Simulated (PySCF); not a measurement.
# InHF (SMILES [F][InH]): levels of theory compared

Wanted: a comparison of 6 runs (UHF/def2-SVP, UHF/def2-TZVP, UPBE0/def2-SVP, U-wB97X/def2-TZVP, UTPSS/def2-TZVP, UMP2/3-21G) of InHF. The job is set up through a Python script.

Program for the calculation: PySCF 2.14.0.

### Step 1. The molecule

InHF: 3 atoms, total charge 0, spin state doublet. SMILES: `[F][InH]`. The shape is that of a PBE0-D4/def2-TZVP optimisation.

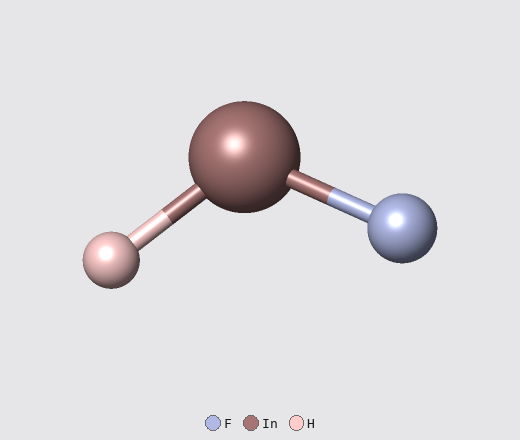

The structure, seen from a chosen angle (fluorine light blue, indium brown, hydrogen pink).

### Step 2. Energy and forces at UHF/def2-SVP (core potential) (run 1)

Contents of input.py:

```python
import pyscf.grad
from pyscf import gto, scf

mol = gto.M(
    atom='''
F      2.056778     1.869884     1.312037
In    -0.987382     0.671042    -0.462605
H     -1.090183    -2.663380    -0.874565
''',
    basis='def2-svp',
    max_memory=1860,
    charge=0,
    spin=1,
    verbose=3,
    ecp={'In': 'def2-svp'},
    unit='bohr',
)

hf = scf.UHF(mol)
hf.conv_tol = 1e-10
hf.kernel()
if not hf.converged:
    hf = hf.newton().run(hf.mo_coeff, hf.mo_occ)

energy = hf.e_tot
print('E = %.10f Eh' % energy)
grad = hf.Gradients().kernel()
hf.analyze()
```

Run with:

```console
$ OMP_NUM_THREADS=1 python input.py
```

The log of the run:

```text
converged SCF energy = -289.141174878313  <S^2> = 0.76974548  2S+1 = 2.019649
E = -289.1411748783 Eh
--------------- UHF gradients ---------------
         x                y                z
0 F     0.0017667374     0.0008952914     0.0010512712
1 In    -0.0015565932     0.0000147449    -0.0008403511
2 H    -0.0002101442    -0.0009100363    -0.0002109200
----------------------------------------------
**** MO energy ****
                             alpha | beta                alpha | beta
MO #1   energy= -26.1809690826716  | -26.1779467111511  occ= 1 | 1
MO #2   energy= -5.40718416576653  | -5.4026162385885   occ= 1 | 1
MO #3   energy= -3.66638874304599  | -3.66429728968514  occ= 1 | 1
MO #4   energy= -3.66119206372047  | -3.65695105461501  occ= 1 | 1
MO #5   energy= -3.65722835454851  | -3.65571144295784  occ= 1 | 1
MO #6   energy= -1.43387950008483  | -1.4253412865457   occ= 1 | 1
[... 37 lines of this table left out ...]
MO #44  energy= 16.9562383358895   | 16.9584155169067   occ= 0 | 0
MO #45  energy= 61.6590668865397   | 61.6602378975328   occ= 0 | 0

To work with the spin densities directly, `use mulliken_meta_spin()` only printing them here.

 ** Mulliken spin pop alpha/beta on meta-lowdin orthogonal AOs **
 ** Mulliken Spin Density (per atom)  **
spin density of  0 F =      0.04767
spin density of  1 In =      0.62539
spin density of  2 H =      0.32694
 ** Mulliken pop alpha/beta on meta-lowdin orthogonal AOs **
 ** Mulliken atomic charges   ( Nelec_alpha | Nelec_beta ) **
charge of  0F =     -0.87781  (     4.96274      4.91507 )
charge of  1In =      1.41774  (    10.10382      9.47843 )
charge of  2H =     -0.53993  (     0.93344      0.60650 )
Dipole moment(X, Y, Z, Debye): -2.87636, -0.46032, -1.60495
```

Wall time 1.8 s (1 thread of Arm Neoverse V1, shared host); peak memory 0.12 GiB.

### Step 3. Energy and gradient at UHF/def2-TZVP (core potential) (run 2)

Contents of job.py:

```python
# [F][InH]
from pyscf import gto

system = gto.M(
    atom='''
F    1.088400   0.989500   0.694300
In  -0.522500   0.355100  -0.244800
H   -0.576900  -1.409400  -0.462800
''',
    spin=1,
    basis='def2-tzvp',
    max_memory=1860,
    verbose=4,
    ecp={'In': 'def2-svp'},
)

myscf = system.UHF()
myscf.conv_tol = 1e-10
myscf.kernel()
if not myscf.converged:
    myscf = myscf.newton().run(myscf.mo_coeff, myscf.mo_occ)

energy = myscf.e_tot
print('E(%s) = %.9f' % ('HF', energy))
grad = myscf.nuc_grad_method().kernel()
myscf.analyze()
```

Run with:

```console
$ OMP_NUM_THREADS=1 python job.py
```

The log of the run:

```text
PySCF version 2.14.0

[... 111 lines left out ...]
Total Energy =                        -289.279403150437815
[... 2 lines left out ...]
Two-electron Energy =                  244.606316657855558
[... 5 lines left out ...]
MO #1   energy= -26.1964039563517  | -26.1936292354912  occ= 1 | 1
[... 3 lines left out ...]
MO #87  energy= 125.606507843382   | 125.606631369      occ= 0 | 0
[... 107 lines left out ...]
Dipole moment(X, Y, Z, Debye): -2.82370, -0.52263, -1.58313
```

Run time: 7.5 s. Hardware: 1 thread of Arm Neoverse V1, shared host; peak memory 0.18 GiB.

Runs 3 to 4 aren't shown in full; the table further down has their settings and results.

### Step 4. Energy and forces at UTPSS/def2-TZVP (core potential) (run 5)

Contents of calc.py:

```python
from pyscf import gto, dft

mol = gto.M(
    atom='''
F      2.056778     1.869884     1.312037
In    -0.987382     0.671042    -0.462605
H     -1.090183    -2.663380    -0.874565
''',
    max_memory=1860,
    unit='bohr',
    spin=1,
    ecp={'In': 'def2-svp'},
    verbose=4,
    basis='def2-tzvp',
)

ks = dft.UKS(mol, xc='tpss')
ks.conv_tol = 1e-10
ks.grids.level = 5
ks.kernel()
if not ks.converged:
    ks = ks.newton().run(ks.mo_coeff, ks.mo_occ)

e_tot = ks.e_tot
print('E = %.10f Eh' % e_tot)
grad = ks.nuc_grad_method().kernel()
ks.analyze()
```

Run with:

```console
$ OMP_NUM_THREADS=1 python calc.py
```

The log of the run:

```text
PySCF version 2.14.0

[... 121 lines left out ...]
Total Energy =                        -290.549591676663226
[... 2 lines left out ...]
Two-electron Energy =                  243.118326219842089
[... 5 lines left out ...]
MO #1   energy= -24.3360644649771  | -24.3335320714213  occ= 1 | 1
[... 3 lines left out ...]
MO #87  energy= 125.039151665353   | 125.04028047694    occ= 0 | 0
[... 107 lines left out ...]
Dipole moment(X, Y, Z, Debye): -2.34371, -0.51920, -1.32315
```

Run time: 47 s. Hardware: 1 thread of Arm Neoverse V1, shared host; peak memory 0.86 GiB.

### Step 5. Energy and gradient at UMP2/3-21G (run 6)

Contents of calc.py:

```python
# [F][InH]
import pyscf.grad
from pyscf import gto, mp

mol = gto.M(
    atom='''
F      2.056778     1.869884     1.312037
In    -0.987382     0.671042    -0.462605
H     -1.090183    -2.663380    -0.874565
''',
    unit='bohr',
    basis='3-21g',
    max_memory=1860,
    verbose=4,
    spin=1,
)

mf = mol.UHF()
mf.conv_tol = 1e-10
mf.kernel()
if not mf.converged:
    mf = mf.newton().run(mf.mo_coeff, mf.mo_occ)

pt = mp.MP2(mf, frozen=19).run()
etot = pt.e_tot
print('Final energy', etot)
grad = pt.Gradients().kernel()
dip = mf.dip_moment()
pop, q = mf.mulliken_pop()
```

Run with:

```console
$ OMP_NUM_THREADS=1 python calc.py
```

The log of the run:

```text
PySCF version 2.14.0

[... 91 lines left out ...]
converged SCF energy = -5814.21220130949  <S^2> = 0.76332823  2S+1 = 2.0132841
[... 8 lines left out ...]
Final energy -5814.36279216369
[... 6 lines left out ...]
Dipole moment(X, Y, Z, Debye): -2.59635, -0.09113, -1.41405
[... 9 lines left out ...]
charge of  2H =     -0.22136  (     0.74005      0.48131 )
```

It took 2.1 s on 1 thread of Arm Neoverse V1, shared host; peak memory 0.2 GiB.

### Step 6. Overview of the runs

```tsv
run	level	integration grid	core potential	energy (Eh)	dipole moment (D) of the reference	HOMO energy (eV)	LUMO energy (eV)	wall time
1	UHF/def2-SVP (core potential)	–	def2-svp	-289.141175	3.33	-8.94	0.05	1.8 s
2	UHF/def2-TZVP (core potential)	–	def2-svp	-289.279403	3.28	-9.01	-0.06	7.5 s
3	UPBE0/def2-SVP (core potential)	5	def2-svp	-290.381335	2.79	-6.33	-3.31	9 s
4	U-wB97X/def2-TZVP (core potential)	5	def2-svp	-290.627660	2.96	-8.43	-2.06	37 s
5	UTPSS/def2-TZVP (core potential)	5	def2-svp	-290.549592	2.74	-5.50	-4.15	47 s
6	UMP2/3-21G	–	–	-5814.362792	2.96	-8.35	0.16	2.1 s
```

### Step 7. Summary of results

```
                                                         quantity           value
                                              run 6: total energy  -5814.36279 Eh
                      run 6: dipole moment (Hartree–Fock density)          2.96 D
run 6: HOMO energy (Hartree–Fock orbitals) (highest over α and β)        -8.35 eV
 run 6: LUMO energy (Hartree–Fock orbitals) (lowest over α and β)         0.16 eV
              run 6: correlation energy (19 core orbitals frozen)      -150.6 mEh
                         run 6: ⟨S²⟩ of the reference determinant           0.763
                                  run 6: largest force on an atom      0.989 eV/Å
```

Over runs 1, 2, 3, 4, 5 the dipole moment (its size) runs from 2.74 D (UTPSS/def2-TZVP) to 3.33 D (UHF/def2-SVP). The two ends differ in method and basis. Totals of different functionals can't be ranked against each other. Some runs of one species differ in core potentials or relativity; totals across that change don't compare. In run 6 relativity is left out where basis or elements ask for it. All runs together took 1.7 min, the longest 47 s.
